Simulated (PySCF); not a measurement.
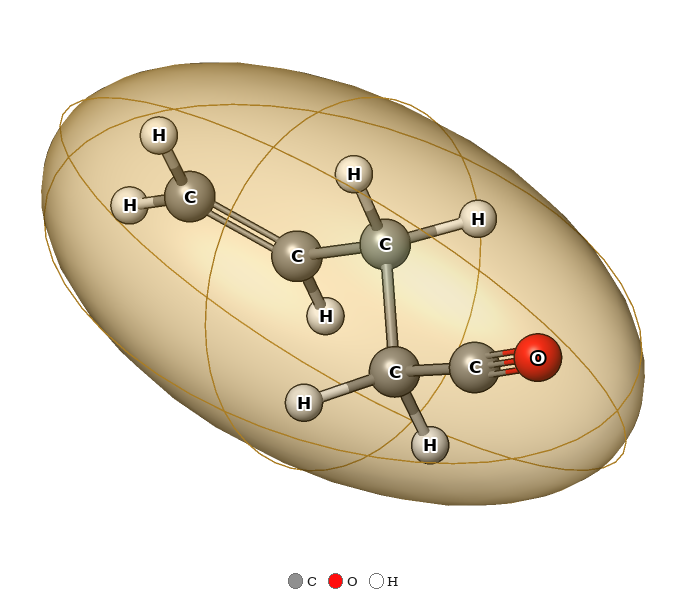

The ellipsoid shows the static dipole polarisability: its half-axes are proportional to the principal values. Charge +1, singlet. The computed structure is the end point of a PBE0-D3(BJ)/def2-SVP optimisation. No frequency run is at hand to confirm it as a minimum. Computed with PBE0/def2-SVPD (PySCF 2.14.0).

### Give the principal values, the mean and the anisotropy.

Principal values 43.7, 49.3, 93.4 bohr³; mean 62.1 bohr³ (9.21 Å³); anisotropy 47.1 bohr³, so the longest axis is 2.14 times the shortest.
